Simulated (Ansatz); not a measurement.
Input

```
crystal:
  periodic: [false, false, false]
  atoms:
    - symbol: O
      position_ang: [0.921000, 0.928800, 0.444600]
    - symbol: Ti
      position_ang: [0.135000, -0.492000, 0.331600]
    - symbol: O
      position_ang: [-1.056100, -0.436800, -0.776200]
basis:
  gaussian:
    orbitals: def2-SVP
hamiltonian:
  xc: hf
accuracy: high
output:
  forces: true
  orbitals: {seedname: orbitals}
```

Run with:

```sh
ansatz run job.yaml --threads 1 --pin off --max-ram 2610MiB --events-out events.jsonl --progress --plain --runs-dir runs
```

Geometry: PBE0-D4/def2-TZVP.

Theory: isolated molecule in a Gaussian basis; Hartree-Fock (Ansatz 0.2.0).

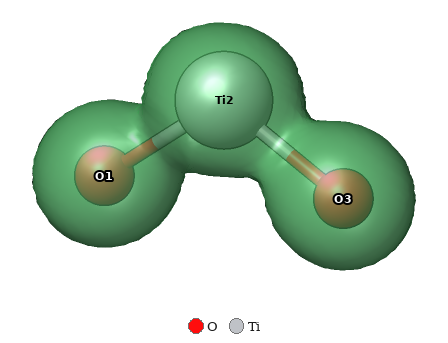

O$_{2}$Ti (SMILES [O]=[Ti]=[O]). Isosurface of the electron density at 1 e/Å³ (green), seen at a tilt.

**What does this surface tell about the bonding?**

At this value the surface is in one piece. It bridges the shortest Ti–O (1.63 Å) contacts, where the density stays above the isovalue. On the grid the lowest density along these lines, outside the cores, is 1.7 e/Å³ (Ti–O, 1.63 Å).
